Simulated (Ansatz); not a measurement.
## Run report: AlH5O2, phonon calculation

The run: phonon calculation of AlH5O2. Method and program: RKS PBE0-D4/def2-SVP (Ansatz 0.2.0).

It belongs to a series of runs on one base structure; here: vibrations at the highest image of the band. Figures and captions count atoms from 1; the log counts them from 0 in places.

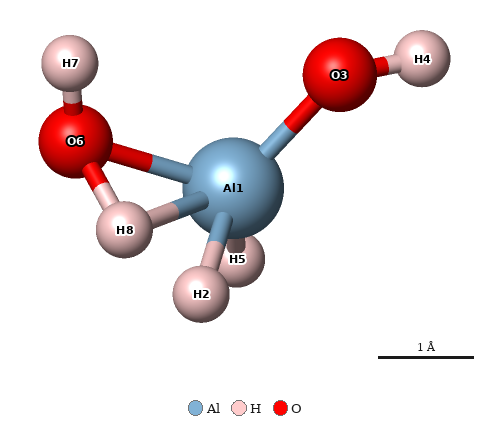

**Figure 1.** The input geometry (ball-and-stick view, seen at a tilt; atoms are numbered from 1 in the order of the input). Sticks mark near contacts.

**Input**
```yaml
crystal:
  periodic: [false, false, false]
  atoms:
    - { symbol: Al, position_ang: [-0.009513, 0.233962, 0.027369] }
    - { symbol: H, position_ang: [-0.260586, -0.275677, 1.72015] }
    - { symbol: O, position_ang: [1.604472, -0.063376, -0.447492] }
    - { symbol: H, position_ang: [1.905371, -0.629286, -1.15813] }
    - { symbol: H, position_ang: [-1.27144, -0.056539, -0.875271] }
    - { symbol: O, position_ang: [-0.007967, 1.789755, 1.045272] }
    - { symbol: H, position_ang: [0.832322, 2.2457, 1.18423] }
    - { symbol: H, position_ang: [-0.128561, 0.771561, 1.746673] }
basis:
  gaussian: { orbitals: def2-SVP }
hamiltonian:
  xc: pbe0
  dispersion: d4
phonons: {}
```

Hardware: 1 thread of Arm Neoverse V2, 24 GiB of memory available, shared host.

Launched with:
```bash
ansatz run input.yaml --threads 1 --pin off --max-ram 2048MiB --backend cpu --events-out ev --progress --plain --runs-dir out
```

**Log**
```
Engine: ansatz 0.2.0, aarch64-unknown-linux-gnu
Functional definition: PBE0
  parameter a = 0.25
  parameter kappa = 0.804
  parameter beta = 0.06672455060314922
  exchange = (1 - a)*pbe_x(kappa = kappa, mu = beta*pi^2/3) + a*exact_x
  correlation = pbe_c(beta = beta)
724 factors; integrals over basis functions are off by at most 3.2e-4 eV
mean field evaluation 1: about -10753.2511 eV, gradient 6.5e1 eV
mean field evaluation 2: about -10737.1011 eV, gradient 1.1e2 eV
mean field evaluation 4: about -10760.5206 eV, gradient 5.4e0 eV
mean field evaluation 8: about -10760.5699 eV, gradient 1.4e-2 eV
mean field -10760.56987216 eV, -395.4436490258 hartree, gradient 1.1e-5 eV, S^2 0.000000; 0 other end points of the search recorded, 0 dependent functions left out
the calculation of the forces begins
reference -10760.56989996 eV, -395.4436500473 hartree; 17, 17 occupied and 54, 54 virtual orbitals, 724 factors
these checks for a lower state are left out or cut short: stability, starts, cluster_reference, orbital_swaps, neighbouring_geometries, increment
724 factors; integrals over basis functions are off by at most 3.1e-4 eV
mean field evaluation 16: about -10760.5697 eV, gradient 1.4e-1 eV
mean field -10760.56977163 eV, -395.4436453313 hartree, gradient 1.0e-6 eV, S^2 0.000000; 0 other end points of the search recorded, 0 dependent functions left out
[... from here on the field's lines of each further geometry are left out, up to the last ...]
the calculation of the forces begins
reference -10760.56982375 eV, -395.4436472467 hartree; 17, 17 occupied and 54, 54 virtual orbitals, 724 factors
these checks for a lower state are left out or cut short: stability, starts, cluster_reference, orbital_swaps, neighbouring_geometries, increment
724 factors; integrals over basis functions are off by at most 3.2e-4 eV
mean field -10760.56987615 eV, -395.4436491722 hartree, gradient 2.3e-6 eV, S^2 0.000000; 0 other end points of the search recorded, 0 dependent functions left out
the calculation of the forces begins
reference -10760.56990395 eV, -395.4436501938 hartree; 17, 17 occupied and 54, 54 virtual orbitals, 724 factors
WARN: phonons: modes at or below zero, which the zero-point energy, F, S and C_V leave out: 1, the lowest at -1170.80 cm⁻¹. A minimum has none, and a first-order saddle one
Total energy: -10760.65447998 eV, -395.4467583058 hartree
Atom 0 at    -0.009513     0.233962     0.027369 Å, force     0.008219     0.013122     0.013812 eV/Å
Atom 1 at    -0.260586    -0.275677     1.720150 Å, force    -0.018770    -0.021399     0.002851 eV/Å
Atom 2 at     1.604472    -0.063376    -0.447492 Å, force     0.007752     0.006797     0.002399 eV/Å
Atom 3 at     1.905371    -0.629286    -1.158130 Å, force    -0.009670    -0.004371    -0.003119 eV/Å
Atom 4 at    -1.271440    -0.056539    -0.875271 Å, force     0.003710    -0.003907     0.002386 eV/Å
Atom 5 at    -0.007967     1.789755     1.045272 Å, force    -0.007674    -0.001981     0.002969 eV/Å
Atom 6 at     0.832322     2.245700     1.184230 Å, force     0.003070     0.004629    -0.005551 eV/Å
Atom 7 at    -0.128561     0.771561     1.746673 Å, force     0.013364     0.007110    -0.015746 eV/Å
Dipole moment:     0.262492     0.066688    -0.015538 e Å
Vibrations: -1170.80 186.56 263.03 385.67 479.07 530.54 579.28 636.87 727.48 764.12 871.18 1032.67 1410.83 1757.60 1920.22 1979.85 3873.81 4004.56 cm⁻¹, zero-point energy 1.326839 eV
```

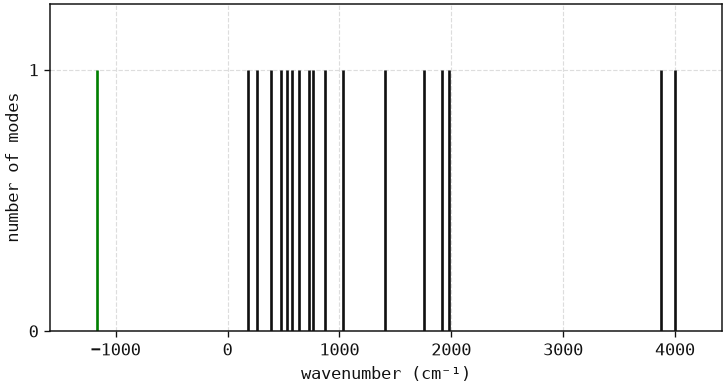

**Figure 2.** Harmonic vibrational wavenumbers from the force constants; neighbouring modes closer than 24 cm⁻¹ are counted in one stick, and imaginary ones are drawn at negative wavenumbers. 18 modes from 1171i to 4005 cm⁻¹, 1 imaginary beyond 8i (1171i cm⁻¹): a first-order saddle point, if the geometry is stationary.

**Key numbers**

| quantity | value |
| --- | --- |
| outcome | converged |
| total energy | −10760.6545 eV |
| mean-field energy | −10760.5699 eV |
| largest force (length of the vector) | 0.029 eV/Å |
| wall time | 52 s |
| peak memory | 0.12 GiB |
